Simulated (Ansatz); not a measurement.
# BCl₃H₅NSi (SMILES [SiH3][NH2+][B-](Cl)(Cl)Cl): what the fields show

```xyz
11

B    -1.1070   -1.5507   -0.6029
Cl   -0.8258   -2.8911   -1.8361
Cl   -1.5176   -2.1875    1.0643
Cl   -2.2645   -0.2665   -1.1963
N     0.3253   -0.8240   -0.4440
Si    1.7584   -1.9805   -0.2776
H     2.7375   -1.2017    0.5334
H     2.2901   -2.2024   -1.6425
H     1.3138   -3.1957    0.4336
H     0.4423   -0.2181   -1.2632
H     0.2505   -0.1966    0.3633
```

Geometry: PBE0-D4/def2-SVP.

All numbers below come from isolated molecule in a Gaussian basis; Kohn-Sham density functional theory, functional PBE0 in Ansatz 0.2.0.

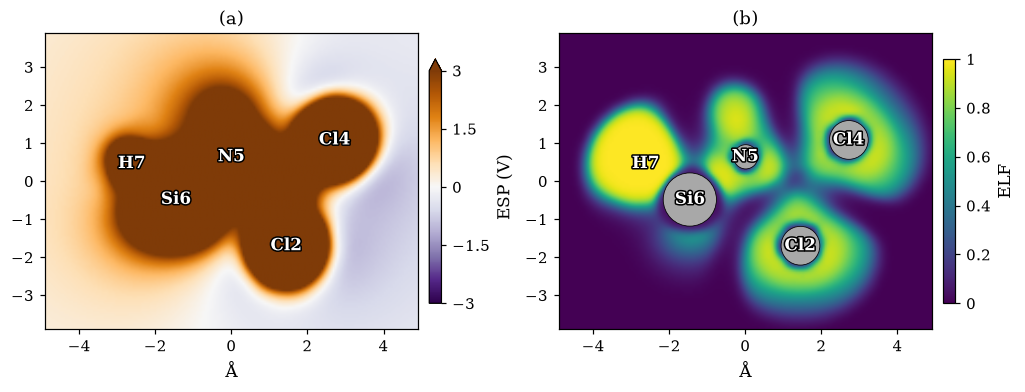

Figure 1. (a) molecular electrostatic potential; (b) ELF on the plane of atoms N5, Si6 and H7. Grey discs cover the atomic cores in the ELF map.

> Read the bonding off the picture.

- Atoms in the plane: Cl, N, Si and H.
- Si–N (1.85 Å): the ELF peaks at about 0.95 between the atoms (a shared but strongly polarised pair).
- Si–H (1.49 Å): the ELF climbs to about 1 towards the hydrogen, as it does in any bond to H.
- The ELF also peaks beside Cl2 and Cl4, away from the bonds: lone-pair regions.
- Outside the dense part of the molecule the potential is most negative (−1.0 V) near Cl4.

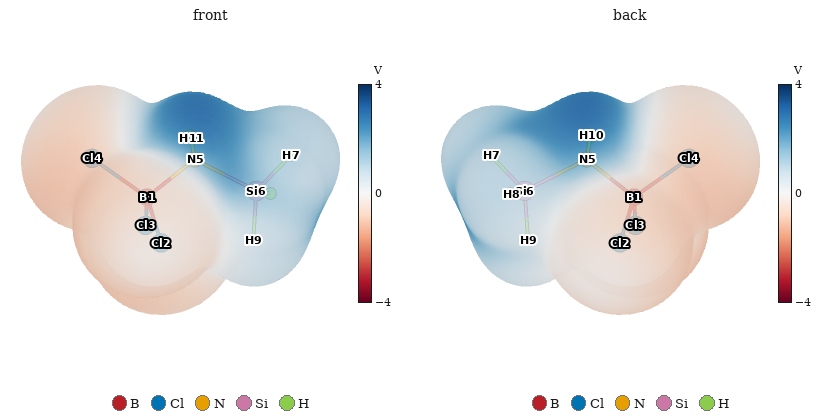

Figure 2. The molecular electrostatic potential painted on the density surface at 0.002 e/bohr³, seen from the front and from behind; the colour scale runs from red (negative) to blue (positive).

> Describe the electrostatic potential map.

The most negative region (about −1.0 V, or −23 kcal/mol for a unit charge) lies over Cl3 and Cl4, the most positive (about +3.0 V, or +69 kcal/mol for a unit charge) over H10 and H11.

> What dipole moment does the calculation give?

Its dipole moment is 5.94 D.

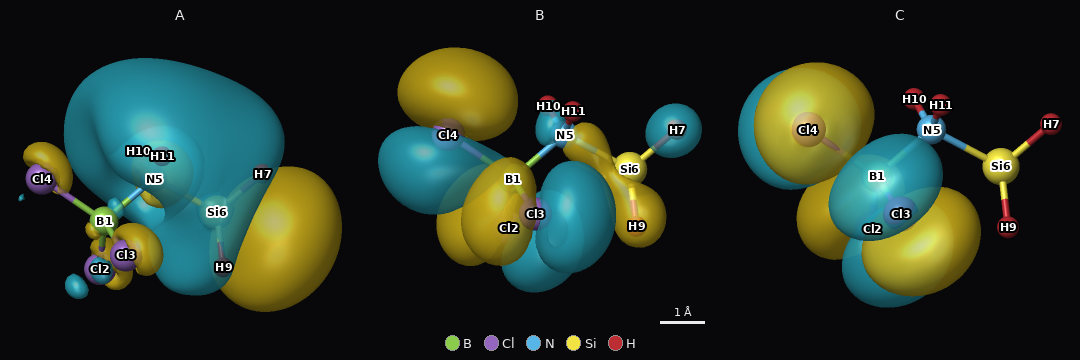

Figure 3. Three frontier orbitals at ±0.05 Å⁻³ᐟ² (yellow and cyan are the two phases), in no order.

> Order the three orbitals by energy and name them.

B is the HOMO−1 (−8.55 eV). Its weight (Hirshfeld) is mainly on Cl4 (about 50 %), Cl3 (about 25 %) and Cl2 (about 20 %); largely a combination of lone pairs on Cl4, Cl3 and Cl2. C is the HOMO (−8.16 eV). By Hirshfeld shares it lies mainly on Cl4 (about 35 %), Cl3 (about 35 %) and Cl2 (about 30 %); largely a combination of lone pairs on Cl4, Cl3 and Cl2. A is the LUMO (−0.89 eV). By Hirshfeld shares it lies mainly on Si6 (about 40 %), H10 (about 10 %), H11 (about 10 %) and N5 (about 10 %).

> What is the HOMO–LUMO gap?

7.27 eV between the orbital energies.
